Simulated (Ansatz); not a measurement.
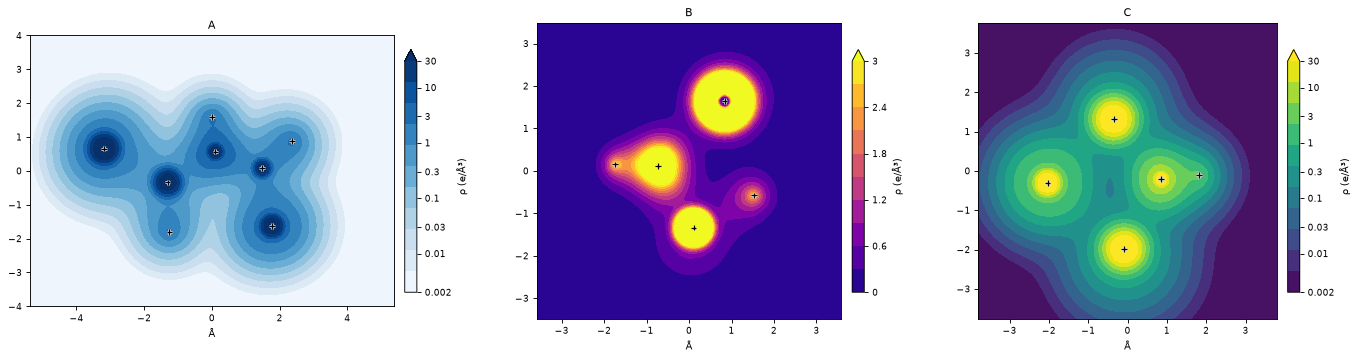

The total electron density of 3 systems, each on a plane through atoms (crosses mark nuclei in the plane).

Computed with isolated molecule in a Gaussian basis; Kohn-Sham density functional theory, functional PBE0 (Ansatz).

System 1: ClGa$_{2}$H$_{3}$O, the plane of atoms Ga2, O4 and H5. Geometry: PBE0-D3(BJ)/def2-SVP.

```yaml
atoms:
  - { symbol: Cl, position_ang: [-0.1919, -1.6683, -0.8891] }
  - { symbol: Ga, position_ang: [0.5328, 0.3965, -2.2404] }
  - { symbol: Ga, position_ang: [0.6396, -0.4936, 0.9547] }
  - { symbol: O, position_ang: [1.0583, 0.8862, -0.3614] }
  - { symbol: H, position_ang: [1.4770, 1.7189, -0.1172] }
  - { symbol: H, position_ang: [1.9686, -1.1730, 1.4234] }
  - { symbol: H, position_ang: [-0.5661, -0.0161, 1.8297] }
```

System 2: H$_{2}$InNSi (SMILES [NH]1[SiH-][In+]1), the molecular plane. Geometry: PBE0-D4/def2-TZVP; core potentials replace the inner electrons of In.

```json
{"atom": "In", "x (Å)": "0.2377", "y (Å)": "-0.8327", "z (Å)": "1.3491"}
{"atom": "N", "x (Å)": "-1.8828", "y (Å)": "-0.3653", "z (Å)": "1.1388"}
{"atom": "Si", "x (Å)": "-1.9903", "y (Å)": "1.2652", "z (Å)": "1.5373"}
{"atom": "H", "x (Å)": "-2.6999", "y (Å)": "-0.8990", "z (Å)": "0.8761"}
{"atom": "H", "x (Å)": "-0.4050", "y (Å)": "1.3503", "z (Å)": "1.8049"}
```

System 3: BBrClH$_{3}$NSi (SMILES ClB/[NH+]=[SiH]/Br) (charge +1), the molecular plane. Geometry: r2SCAN-D4/def2-SVP.

```csv
atom,x (Å),y (Å),z (Å)
B,0.4753,-1.3073,-0.0206
Br,0.2771,3.0266,1.7913
Cl,-1.0923,-2.0152,0.2053
N,0.7141,0.0612,0.4533
Si,-0.3686,1.0854,1.2197
H,1.3718,-1.8941,-0.5498
H,1.6619,0.4146,0.2864
H,-1.7453,0.6579,1.4972
```

**Which map belongs to which system?**

Panel A is system 3, BBrClH$_{3}$NSi: the plane holds B, Br, Cl, N, Si and H. B–N (1.47 Å): ρ is about 1.7 e/Å³ halfway. Panel B is system 2, H$_{2}$InNSi: the plane holds In, N, Si and H. Si–N (1.68 Å): the density is about 1.2 e/Å³ at the midpoint. Panel C is system 1, ClGa$_{2}$H$_{3}$O: the plane holds Cl, Ga, O and H. Ga–O (1.95 Å): ρ is about 0.6 e/Å³ halfway.
